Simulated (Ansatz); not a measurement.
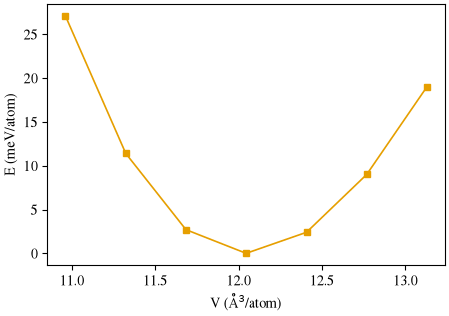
Figure: LiGeN in space group P6_3mc (No. 186; Li on 2b, Ge on 2a, N on 2b) under volume change, the program Ansatz at the r²SCAN level (PAW), shape and atoms relaxed at each volume.

Task: What does a third-order Birch–Murnaghan fit give for V₀, B₀ and B′?

Result: V₀ = 12.05 Å³/atom, B₀ = 73.4 GPa, B′ = 5.0.

The first step of the workflow began from a Materials Project structure, measured or hypothetical; the Crystallography Open Database copy checked does not list it. Its standing as an ambient phase is unchecked. Symmetry was held in the r²SCAN relaxation; whether a distortion lowers the energy is not shown.

Potentials: the later of the program's two PAW sets.
